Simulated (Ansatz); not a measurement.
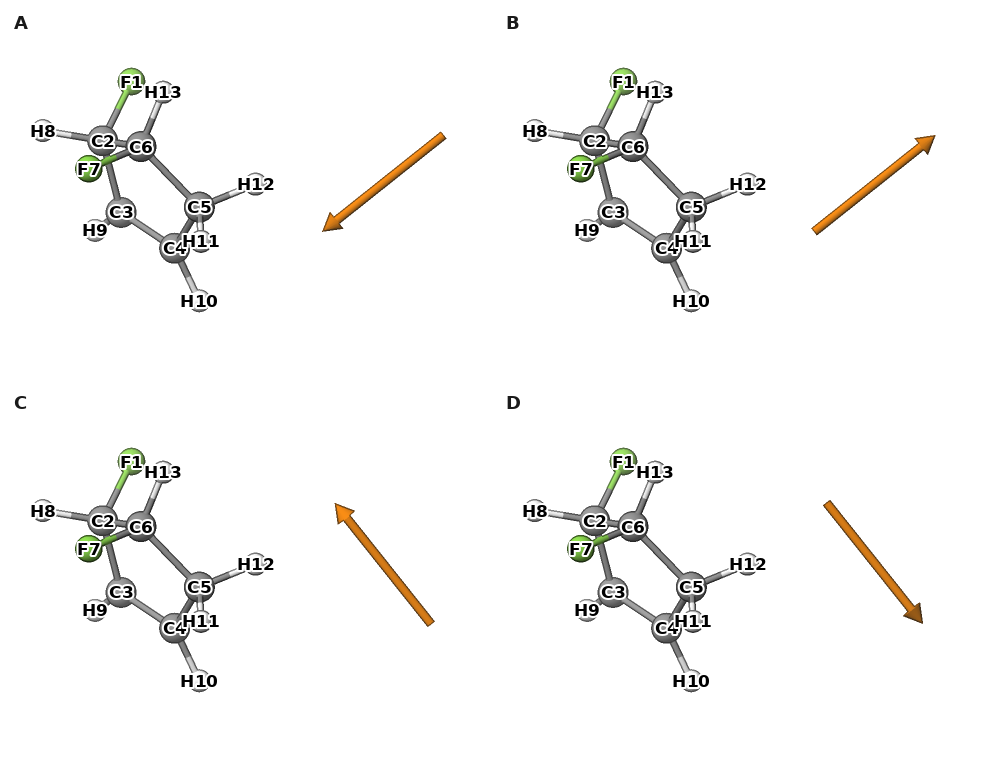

The same molecule four times, each with an arrow. Computed geometry: PBE-D4/def2-SVP optimisation. No frequency run is at hand to confirm it as a minimum. Properties computed with RKS PBE-D4/def2-SVP (Ansatz 0.2.0).

> Which arrow points along the dipole moment, from the negative to the positive end?

D. The dipole moment is 1.48 D; it points from the side of H8 to the side of H10 (the outermost atoms at the two ends).
